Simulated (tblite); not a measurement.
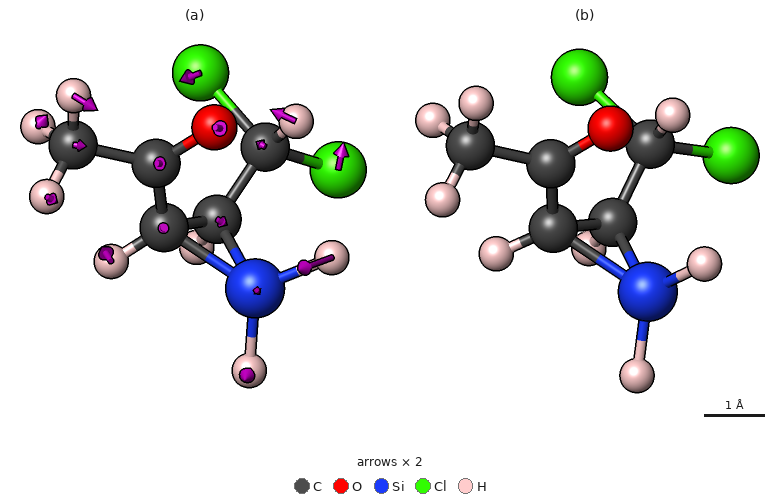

The structure of C₅H₈Cl₂OSi before (left) and after (right) a relaxation, at one scale. The purple arrows give the displacements, magnified 2 times.

Style: ball-and-stick. Shown from a free direction.

The calculation used tblite, GFN2-xTB geometry optimisation, gas phase. 

### What changed between the two?

The atom that moves furthest after the best rigid fit is an H atom (0.57 Å). By element the largest moves are H 0.57 Å, Cl 0.26 Å, O 0.23 Å, C 0.16 Å, Si 0.07 Å. Among the contacts that change: C–Si 1.846 → 1.926 Å, C–C 1.516 → 1.548 Å, H–Si 1.483 → 1.452 Å, C–C 1.487 → 1.461 Å. Among the angles between lasting bonds that change: C–Si–H 108.1° → 119.5°, Si–C–H 113.7° → 122.3°, C–Si–H 123.2° → 115.3°. After 90 geometry steps the energy has fallen by 10.0 kcal/mol. Cost: 1.5 s on 1 thread of Intel(R) Xeon(R) Processor @ 2.70GHz (shared host).
